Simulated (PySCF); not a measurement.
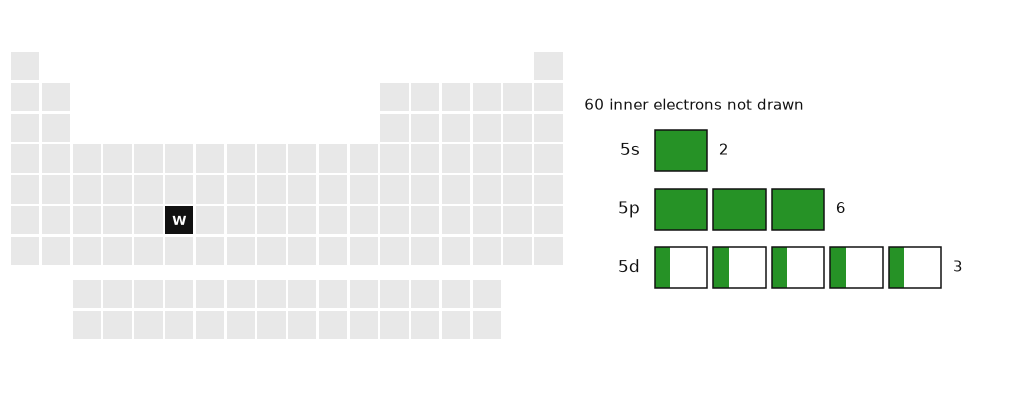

Fig. 1: Left, the place of tungsten in the periodic table; right, the outer shells of the nominal configuration: a box for each of the 2l + 1 orbitals, shaded by the share of the shell that is filled, with the electron count at the right.

**Atomic calculation for W³⁺**

W³⁺, configuration 1s2 2s2 2p6 3s2 3p6 3d10 4s2 4p6 4d10 4f14 5s2 5p6 5d3, multiplicity 4. Computed at this level: unrestricted TPSS, cc-pVDZ-PP with ECP60, scalar-relativistic core potential (PySCF).

## The program's output (extracts)
```
damping factor = 0
level_shift factor = 0
DIIS = <class 'pyscf.scf.diis.CDIIS'>
diis_start_cycle = 1
diis_space = 10
diis_damp = 0
SCF conv_tol = 1e-09
SCF conv_tol_grad = None
number electrons alpha = 7  beta = 4
XC functionals = TPSS
    J. Tao, J. P. Perdew, V. N. Staroverov, and G. E. Scuseria.,  Phys. Rev. Lett. 91, 146401 (2003)
    J. P. Perdew, J. Tao, V. N. Staroverov, and G. E. Scuseria.,  J. Chem. Phys. 120, 6898 (2004)
    J. Tao, J. P. Perdew, V. N. Staroverov, and G. E. Scuseria.,  Phys. Rev. Lett. 91, 146401 (2003)
    J. P. Perdew, J. Tao, V. N. Staroverov, and G. E. Scuseria.,  J. Chem. Phys. 120, 6898 (2004)
cycle= 1 E= -66.9064818069428  delta_E= -0.565  |g|= 0.0749  |ddm|= 17.8
cycle= 2 E= -66.9080310049159  delta_E= -0.00155  |g|= 0.0268  |ddm|= 1.17
cycle= 3 E= -66.9082033115575  delta_E= -0.000172  |g|= 0.000292  |ddm|= 0.401
cycle= 4 E= -66.908203339116  delta_E= -2.76e-08  |g|= 2.59e-05  |ddm|= 0.00302
cycle= 5 E= -66.9082033393144  delta_E= -1.98e-10  |g|= 4.26e-06  |ddm|= 0.000281
converged SCF energy = -66.9082033393144  <S^2> = 3.7516909  2S+1 = 4.0008454
```

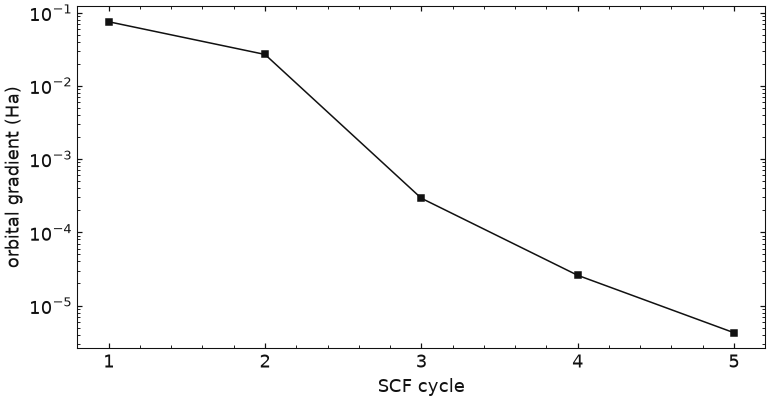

Fig. 2: Convergence: orbital gradient against the SCF cycle. The residual falls at every step. It goes from 0.075 to 4.3×10⁻⁶ in 5 steps.

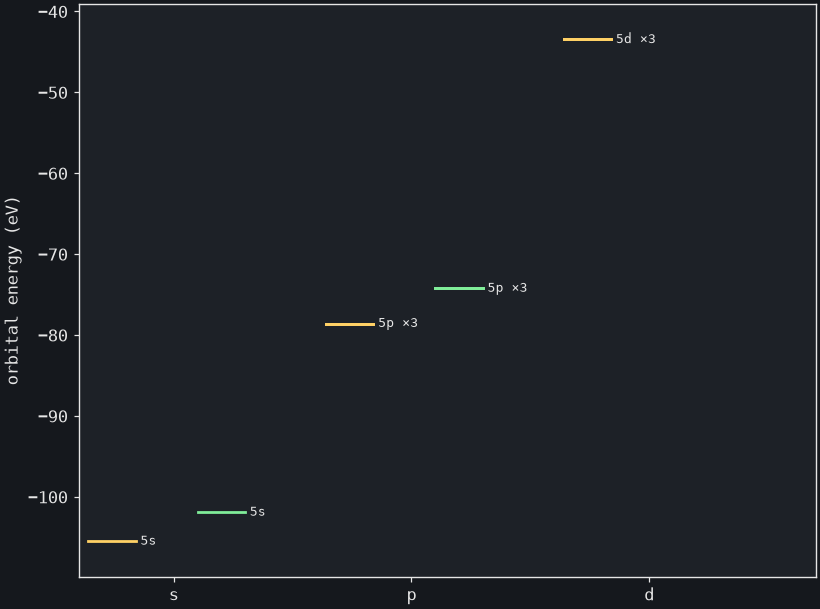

Fig. 3: Orbital energies of the mean field, from the top down to −105.5 eV, by angular momentum, α spin at the left of each column and β at the right; ×n counts the orbitals under one label. The highest filled orbital is 5d α at −43.4 eV, the lowest empty one d α at −39.9 eV.

## Input
```python
from pyscf import gto, scf, dft, mp, cc
import basis_set_exchange as bse
txt = bse.get_basis("cc-pVDZ-PP", elements=["W"], fmt="nwchem", header=False)
cut = txt.index("\nECP")
mol = gto.M(atom="W 0 0 0", charge=3, spin=3, symmetry="D2h",
            basis=gto.basis.parse(txt[:cut]),
            ecp={"W": gto.basis.parse_ecp(txt[cut:])})
mf = dft.UKS(mol, xc="TPSS")
mf.irrep_nelec = {'Ag': (1, 1), 'B1g': (1, 0), 'B2g': (1, 0), 'B3g': (1, 0), 'B1u': (1, 1), 'B2u': (1, 1), 'B3u': (1, 1)}
mf.kernel()
```

The script is an equivalent of what the driver set up; the driver started from orbitals of its own, so the log can be shorter than this script's would be, and it computed the properties (radii, ⟨L²⟩, response) afterwards. It also set what the script leaves out: hgrid = 1.2. It held the occupations shell by shell, which the script's counts by irreducible representation don't always enforce.

The run was one of a batch that the task file lists, launched with:
```bash
OMP_NUM_THREADS=1 python <driver script> TASK.json OUT
```

## Outcome

- outcome: converged
- total energy (valence electrons, under a core potential): −66.908203 hartree
- ⟨S²⟩: 3.752
- ⟨L²⟩: 12.02
- SCF iterations: 5
- hardware: 1 thread of Arm Neoverse V2, 23 GiB of memory available, shared host

## What is odd here

One thing in this input was made odd on purpose: grid misses charge; radial grid too coarse. The program ran to the end. Its numbers are those of this setting; this run alone doesn't show how far the oddity moves them.
